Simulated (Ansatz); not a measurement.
One crystal and one scan (scan of one atom of the cell) at two levels, PBE (plane waves to 420 eV, PAW, scalar-relativistic; Ansatz, an electronic-structure program) and PBEsol (plane waves to 420 eV, PAW, scalar-relativistic; Ansatz), each from its own relaxed cell and on its own mesh. The cell shown is that of PBE.

Relaxed MgB2 (AlB2 type, space group P6/mmm):

```
MgB2
1.0
    3.07432     0.00000     0.00000
   -1.53716     2.66244     0.00000
    0.00000     0.00000     3.52754
Mg B
1 2
Direct
  0.00000   0.00000   0.00000
  0.33333   0.66667   0.50000
  0.66667   0.33333   0.50000
```

In each cell atom 3 (B, nearest neighbour B at 1.775 Å; its periodic images, 3.1 Å or more away, move with it) moves by s·(0.707, 0.707, 0.000) (along Cartesian [110]), the rest being held.

The energy includes the smearing's −TS. MgB2 was relaxed with its symmetry unable to fall. With partly filled bands, energies and forces of such displacements shift with the k mesh and the smearing. Percentages come from the unrounded values. Both scans cover s from -0.530 to 0.530 Å.

```json
[
 {"quantity": "Lattice constant a (Å)", "PBE": "3.074", "PBEsol": "3.063", "PBE − PBEsol": "+0.011 (+0.4 %)"},
 {"quantity": "Lattice constant c (Å)", "PBE": "3.528", "PBEsol": "3.500", "PBE − PBEsol": "+0.028 (+0.8 %)"},
 {"quantity": "Relaxed volume (Å³/atom)", "PBE": "9.62", "PBEsol": "9.48", "PBE − PBEsol": "+0.14 (+1.5 %)"},
 {"quantity": "Energy at s = 0.530 Å (meV/cell)", "PBE": "3090", "PBEsol": "3217", "PBE − PBEsol": "-127 (-4.0 %)"},
 {"quantity": "Force along the line at s = -0.530 Å (eV/Å)", "PBE": "5.315", "PBEsol": "5.561", "PBE − PBEsol": "-0.246 (-4.4 %)"}
]
```

PBE gives the higher value for: lattice constant a; lattice constant c; relaxed volume. PBE gives the lower value for: energy at s = 0.530 Å; force along the line at s = -0.530 Å. Both give the same symmetry of the curve: not even: the positive side lies higher at ±0.530 Å. Neither level is exact: the differences show how much the result hangs on the functional.

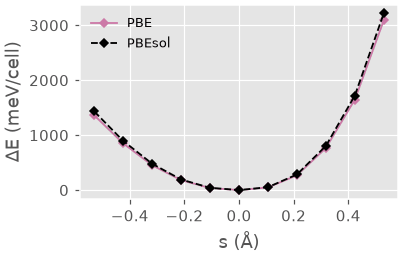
Figure: ΔE, each from the undisplaced structure of its own level.

(A displaced cell: forces are minus the slopes of the energy, force constants its curvatures, and phonons follow from these.)
